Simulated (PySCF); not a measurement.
Vertical excitations of a molecule C₃H₇NSi from TDA-PBE/def2-SVPD run with PySCF, as energy in eV (oscillator strength): 4.22 (0.001), 4.60 (0.001), 5.43 (0.025), 5.82 (0.001), 5.92 (0.031), 6.29 (0.002), 6.35 (0.001), 6.67 (0.031), 6.78 (0.015), 6.85 (0.012). Lowest triplet (TDA): 3.37 eV. Geometry optimised at PBE0-D3(BJ)/def2-SVP. One conformer was computed; it need not be the lowest.

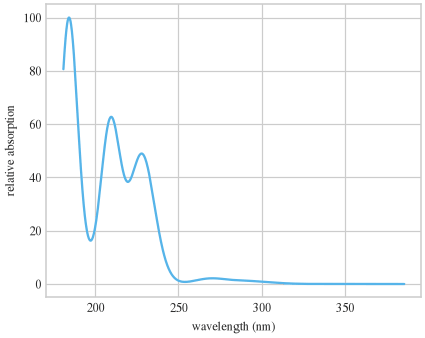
Figure. The lines broadened by 0.4 eV.

### Question
Pick the molecule that these values belong to.
A) CC1=NC[SiH2]1
B) C#C[C@H](N)[SiH3]
C) C#CC[SiH2]N
D) C=C=C[SiH2]N

### Answer
A, CC1=NC[SiH2]1
